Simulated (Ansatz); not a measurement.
BP (zinc blende), conventional cell a = 4.548 Å, b = 4.548 Å, c = 4.548 Å, α = 90.00°, β = 90.00°, γ = 90.00°. The calculation uses the primitive cell of 2 atoms, to which meshes and values per cell refer.

Equation-of-state scan: isotropic scaling of the cell above, V₀ being its volume. Symmetry pins the atoms to their sites.

All values below come from PBE (plane waves to 420 eV, PAW, scalar-relativistic; Ansatz, a first-principles code). k mesh 12×12×12 (Γ-centred), Fermi-Dirac smearing 0.05 eV. The energy includes the smearing's −TS. BP was relaxed with its symmetry unable to fall. ΔE is measured from the relaxed starting cell.

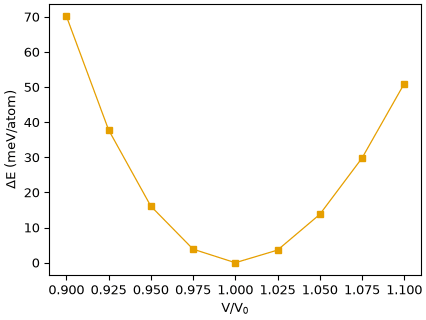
*ΔE (meV/atom) against V/V₀; computed points joined by lines.*

What is ΔE at V/V₀ = 0.900?

About 70 meV/atom.

What is ΔE at V/V₀ = 1.100?

About 51 meV/atom.

What bulk modulus B₀ follows from a third-order Birch-Murnaghan fit?

About 160 GPa.

(A scan under strain: stresses follow from slopes of the energy per volume, elastic moduli from its curvatures.)
